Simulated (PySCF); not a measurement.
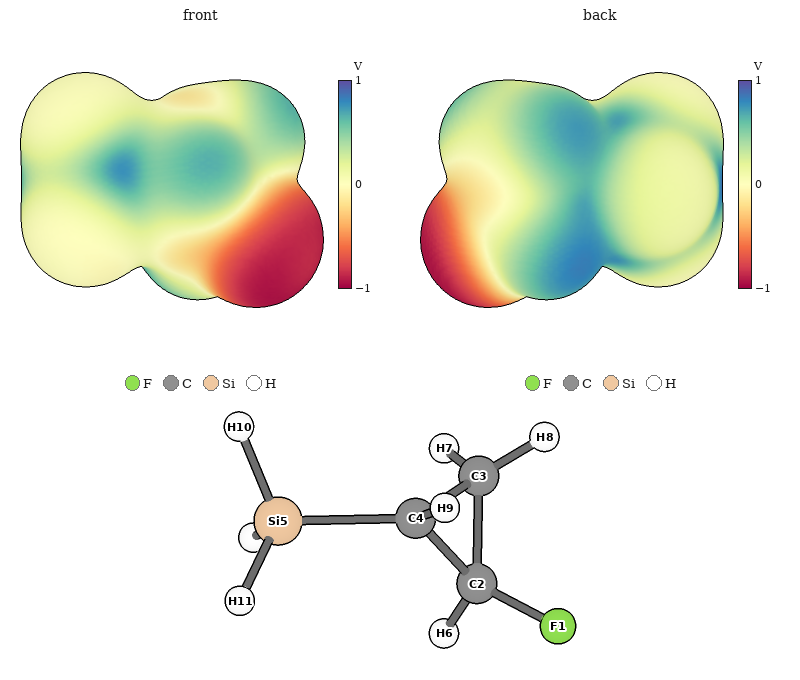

*C3H7FSi. The electrostatic potential painted on the density surface at 0.001 e/bohr³, seen from the front and from behind; red is negative and blue positive. The bare structure is drawn below in the same view.*

Geometry: GFN2-xTB.

Level of theory: PySCF 2.14.0, PBE0/pcSseg-1, SCF density, gas phase, non-relativistic.

```tsv
atom	x (Å)	y (Å)	z (Å)
F	-1.8930	0.5906	-1.5941
C	-0.7491	0.0268	-1.1037
C	-0.8823	-1.0573	-0.0939
C	-0.3763	0.3054	0.3165
Si	1.4319	0.5725	0.7739
H	-0.0024	-0.0205	-1.8863
H	-0.1875	-1.8819	-0.1405
H	-1.8814	-1.3391	0.2032
H	-1.1023	0.9080	0.8497
H	1.6146	0.2279	2.1835
H	1.7794	1.9722	0.5322
H	2.2495	-0.3054	-0.0665
```

Question: Which sites attract a positive test charge, and which a negative one?

Answer: A positive charge is drawn to the negative regions and a negative charge to the positive ones. The most negative region (about −0.9 V, or −21 kcal/mol for a unit charge) lies over F1, the most positive (about +0.8 V, or +18 kcal/mol for a unit charge) over Si5 and H6.
